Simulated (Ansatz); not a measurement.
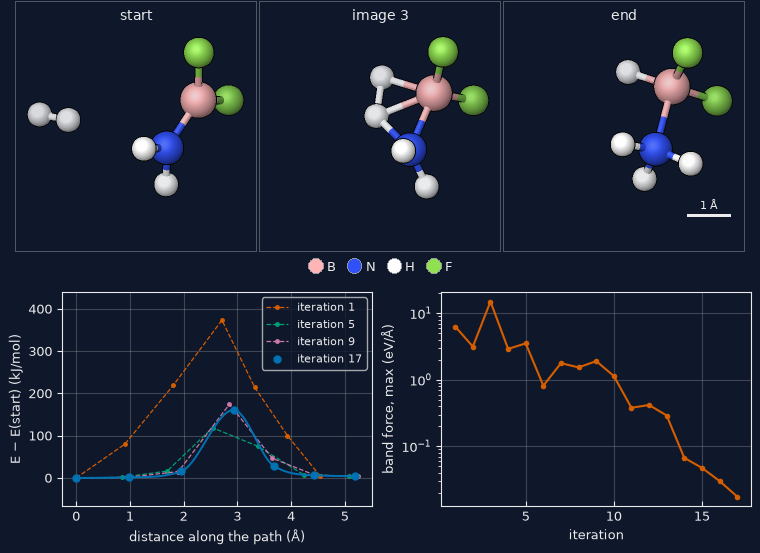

NEB run on BNH4F2, made up at the start of BNH$_{2}$F$_{2}$ and H$_{2}$. Images are numbered from 0 (start) to 6 (end). The plot follows the band through its iterations. The picture is a ball-and-stick view, seen at a tilt.

Level of theory: Ansatz 0.2.0, RKS PBE0-D4/def2-SVP. Run with 5 movable images; climbing image; force threshold 0.03 eV/Å; iteration limit 60; starting path through a guess of the saddle point.

Judge this run.

Answer. The result is final at these settings. The band converged in 17 iterations. The largest component of the band force went from 6.3 to 0.018 eV/Å. The climbing image converged on the top of the path. Its vibrational analysis gives one imaginary mode (1419i cm⁻¹), as a transition state must have. The first iteration put the highest image at 373.4 kJ/mol. The energy climbs by 160.7 kJ/mol to image 3 and then falls by 156.5 kJ/mol, so the end point sits at +4.2 kJ/mol.

Limits of the set-up: the start holds two separate molecules, 2.7 Å apart at their closest, whose relative position is a soft coordinate.

Cost: 2.7 min on 1 thread of Arm Neoverse V2 (shared host), peak memory 0.14 GiB.
